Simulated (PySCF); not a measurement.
SMILES [CH2][GeH3] (CH5Ge), doublet at its PBE0/def2-SVP optimised geometry (Å):

```
7

C      0.9426    -0.3570     0.0000
Ge    -0.9788    -0.3570     0.0000
H      1.5262    -0.7193    -0.8518
H      1.5207     0.0210     0.8493
H     -1.5262     1.0869     0.0000
H     -1.5021    -1.0869    -1.2496
H     -1.5187    -1.0590     1.2631
```

Computed with PySCF with unrestricted PBE0/def2-TZVP. Cells within 0.4 Å of a nucleus heavier than hydrogen are left out (blank, or x).

Map of the log10 of the electron density (e/bohr³), floored at −4 on the plane z = 0.0 Å:

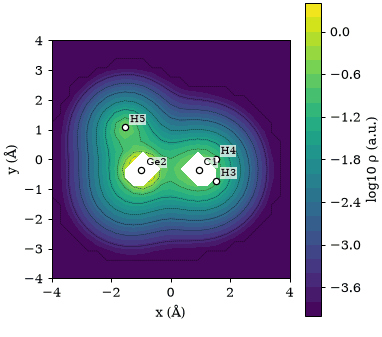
Fig. 1. Log10 of the electron density (e/bohr³), floored at −4 on the plane z = 0.0 Å.
